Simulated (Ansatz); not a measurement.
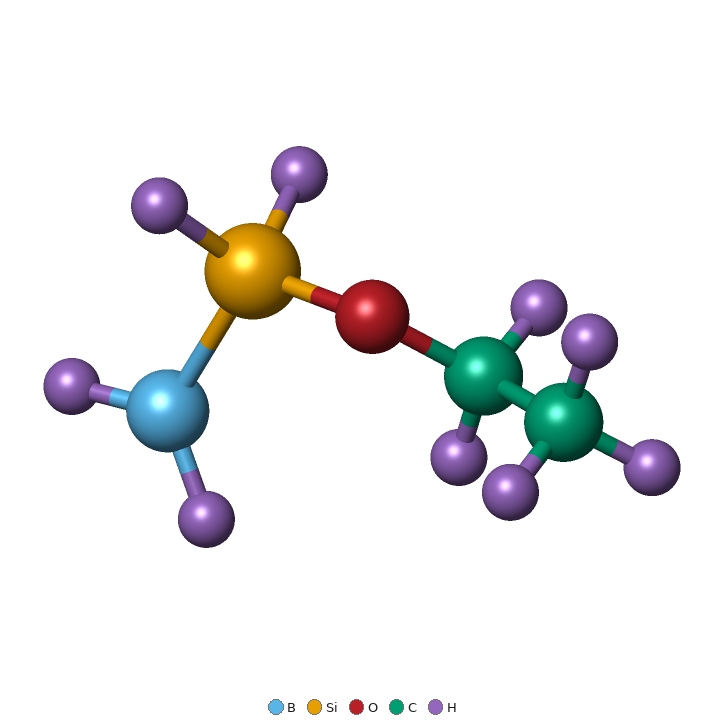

The picture comes from a calculation with Ansatz.

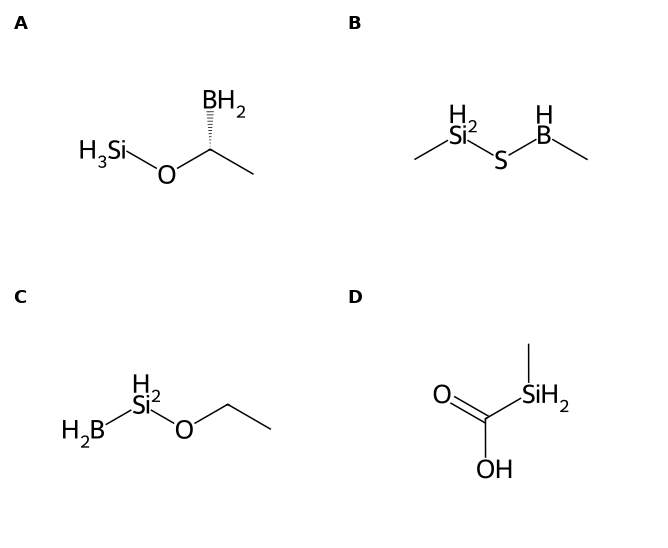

The first picture shows one of the molecules drawn in the second. Which?

Answer. C, `B[SiH2]OCC`.
